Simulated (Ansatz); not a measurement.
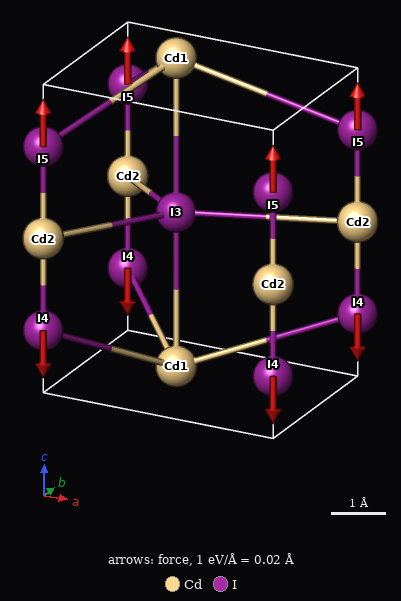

Starting geometry of a crystal of Cd₂I₃ (a generated structure, set up in P-6m2) (coarse preliminary run) with the computed forces as red arrows. A ball-and-stick model of the cell of the calculation, seen from a free direction.

Computed with DFT PBE, scalar-relativistic, plane waves, PAW (Ansatz).

Input
```yaml
crystal:
  lattice:
    - [6.04955512, 0.0, 0.0]
    - [-3.02477756, 5.23906842, 0.0]
    - [0.0, 0.0, 5.84770238]
  atoms:
    - { symbol: Cd, position: [0.33333333, 0.66666667, 0.0] }
    - { symbol: Cd, position: [0.0, 0.0, 0.5] }
    - { symbol: I, position: [0.33333333, 0.66666667, 0.5] }
    - { symbol: I, position: [0.0, 0.0, 0.20169211] }
    - { symbol: I, position: [0.0, 0.0, 0.79830789] }
basis:
  ecutwfc: 420
kpoints:
  mp_grid: { grid: [3, 3, 4] }
hamiltonian:
  xc: pbe
scf:
  occupations: { method: gaussian, width: 0.1 }
  lower_state_search: "off"
output:
  forces: true
  stress: true
  eigenvalues: true
relax:
  adjacent_minimum: "off"
  f_tol: 0.04
  max_steps: 70
  cell: { stress_tol: 0.4 }
```

Launched with:
```bash
ansatz run input.yaml --threads 1 --pin off --max-ram 2560MiB --backend cpu --events-out ev --progress --plain --runs-dir out
```

Question: What follows when this structure is relaxed?

Answer: It isn't relaxed: the largest force vector, on I atoms, is 45.73 eV/Å. The atoms end up moving mostly along the starting forces (cosine between the two patterns 1.00). The energy falls by 6727 meV per atom in 19 accepted moves (22 points after the start). The largest force component goes from 46 to 0.0054 eV/Å. Pressure: 72.65 GPa at the start and −0.15 GPa at the end. At 3 points the geometry stayed and the basis and grid were re-selected for the new cell (energy shift of 213 meV per atom at most each time). The largest moves relative to the cell, 0.075 Å, are those of I4 and I5. I4 goes along −c. Cd stays in place. Cell: a = b 6.050 → 5.143 Å (−15.0 %), c 5.848 → 9.545 Å (+63.2 %). Volume +18.0 %. Some distances before and after: I4–I5 3.489 → 5.845 Å, Cd1–I3 2.924 → 4.773 Å, I4–I5 (another image) 2.359 → 3.700 Å, Cd2–I4 1.744 → 2.922 Å. Bonds break: Cd1–I3 (2.92 → 4.77 Å), I4–I5 (2.36 → 3.70 Å). The space group stays P-6m2 (No. 187). The run took 120 s on 1 thread of AMD EPYC 9R14 (Zen 4), with other jobs on the host, peak memory 0.53 GiB.

Limits of the set-up: an odd number of electrons was run without spin polarisation, which fails if the electron would localise.
